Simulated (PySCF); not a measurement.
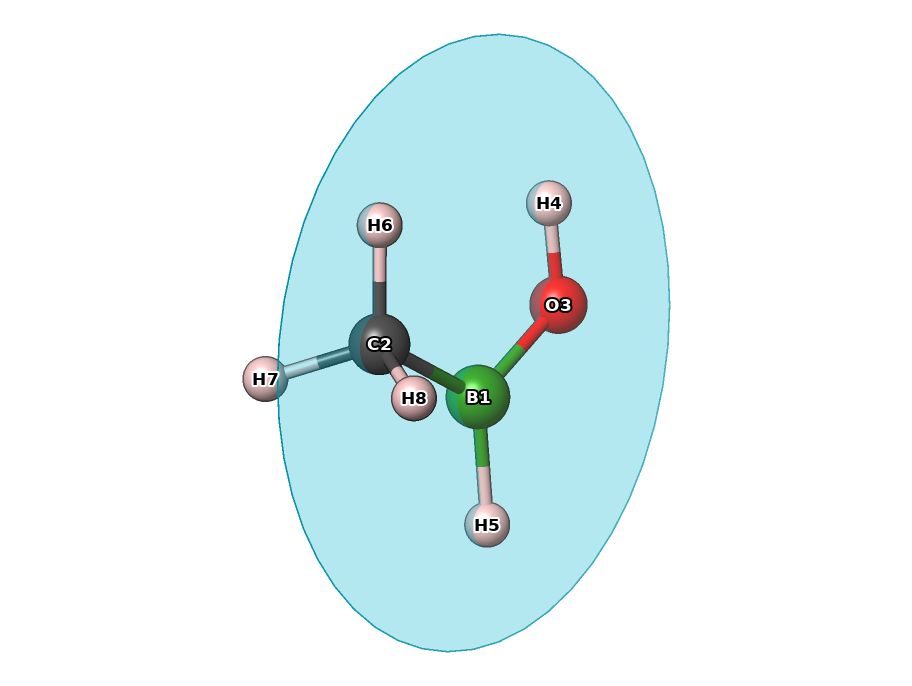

A disc through the centre of mass is drawn in. Distant atoms are faded towards the background colour. The geometry was computed by an optimisation with PBE0-D4/def2-TZVP. No frequency run is at hand to confirm it as a minimum.

Q: Is the plane of the disc a mirror plane of the structure?

A: Yes. The reflection leaves B1, C2, O3, H4, H5, H6 in place and moves H7 ↔ H8. The point group is Cs.
